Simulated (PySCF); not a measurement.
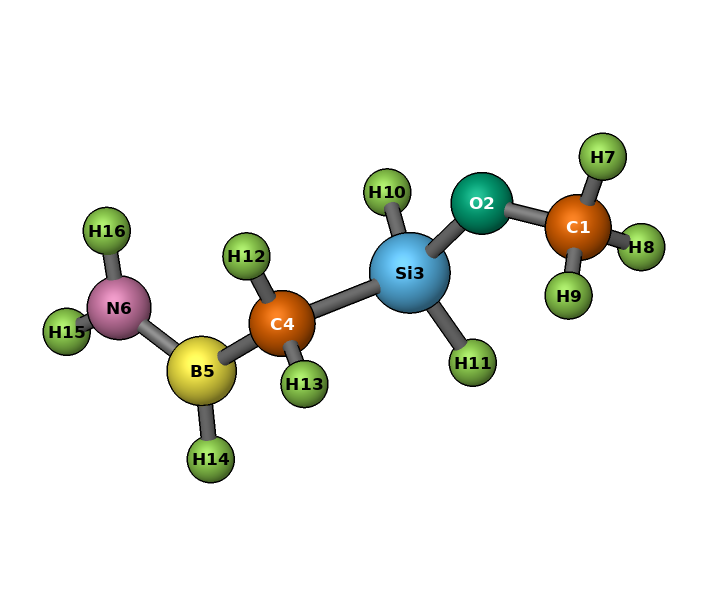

Geometry: an image of a reaction path computed with GFN2-xTB, not a minimum. Method: GIAO PBE0/pcSseg-1 NMR shielding, non-relativistic, gas phase (PySCF 2.14.0). Principal shieldings σ11 ≤ σ22 ≤ σ33, span Ω = σ33 − σ11, skew κ = 3(σiso − σ22)/Ω.

Give the shielding tensors of the B atoms.

```tsv
atom	σ11	σ22	σ33	σiso	Ω	κ
B5	16.2	45.8	121.7	61.3	105.5	0.44
```

Shieldings and span in ppm.
